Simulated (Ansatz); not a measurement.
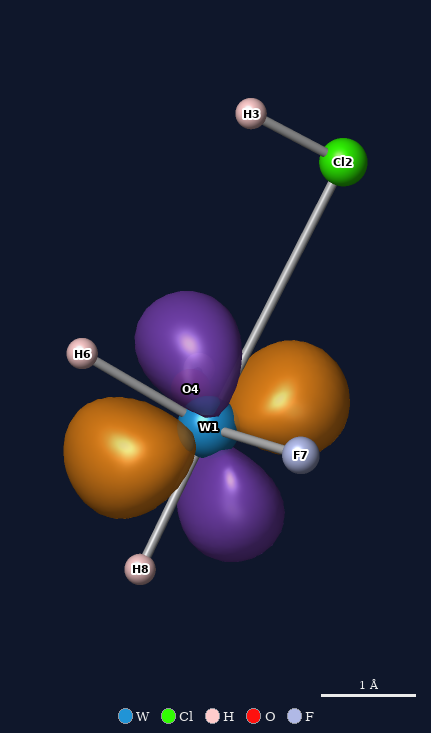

*ClFH4OW. The HOMO at ±0.2 Å⁻³ᐟ² (orange and purple are the two phases), seen at an oblique angle.*

Core potentials replace the inner electrons of W.

Method: Ansatz 0.2.0, RHF/def2-SVP.

```xyz
8

W    -0.2121   -0.0713   -0.5738
Cl    1.7757    0.1810    1.9012
H     0.8312    0.1059    2.7537
O     0.1327    1.7086   -0.8611
H     0.4845    2.5641   -1.0303
H    -1.4374    0.0361    0.5823
F     0.2744   -1.8533   -0.3893
H    -1.2621   -0.3039   -1.8713
```

### Where does this orbital lie, and at what energy?

By Hirshfeld shares it lies mainly on W1 (about 90 %). Its energy is −8.94 eV.
